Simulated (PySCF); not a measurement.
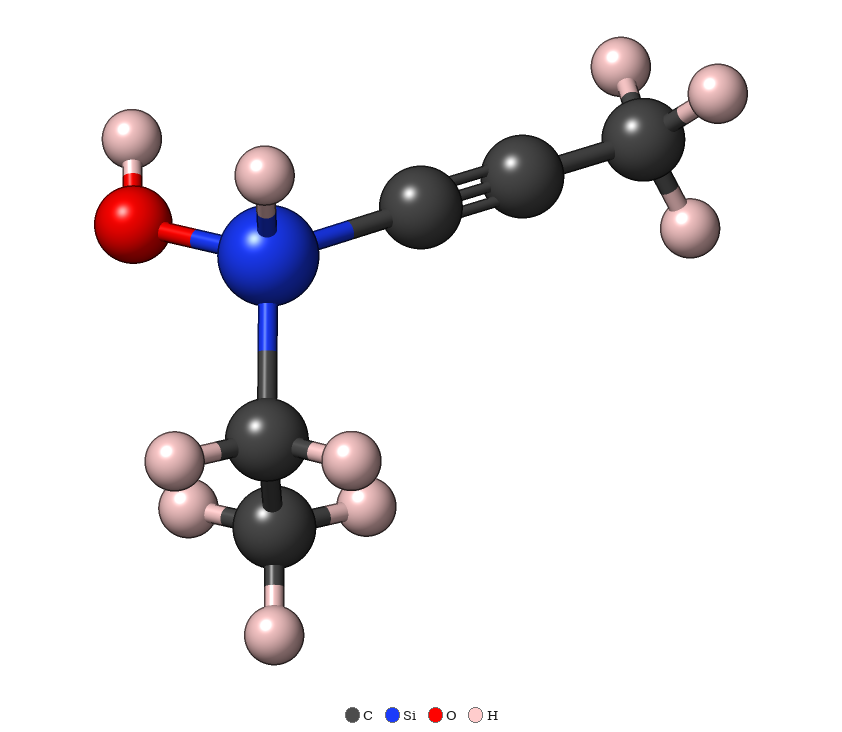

Figure made from data computed with PySCF.

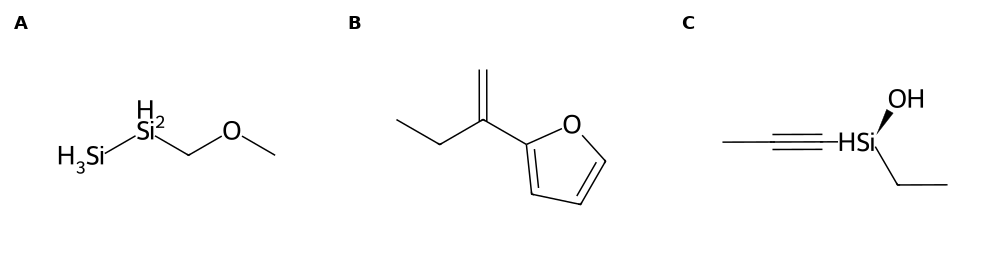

**The first picture shows one of the molecules drawn in the second. Which?**

C, `CC#C[Si@@H](O)CC`.
